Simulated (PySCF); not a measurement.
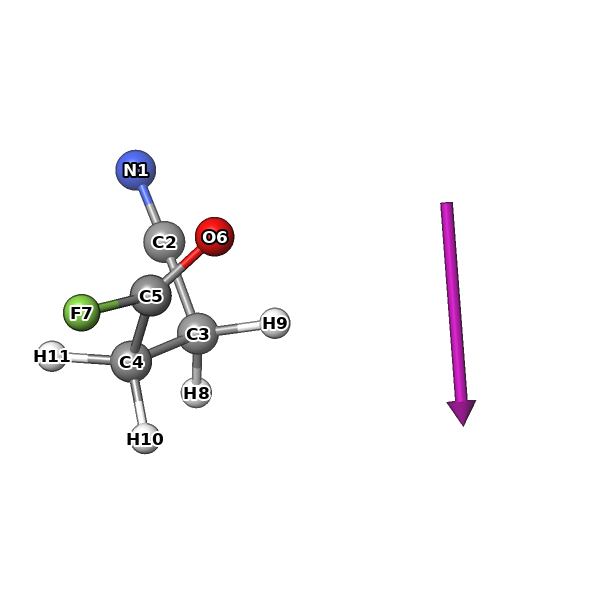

The arrow beside the molecule shows the direction of the dipole moment, from the negative to the positive end (its length means nothing). The geometry was computed by an optimisation with GFN2-xTB. No frequency run is at hand to confirm it as a minimum. Level of theory: PBE0/pcSseg-1, gas phase (PySCF 2.14.0).

### Estimate the dipole moment.

4.98 D; it points from the side of N1 to the side of H10 (the outermost atoms at the two ends).
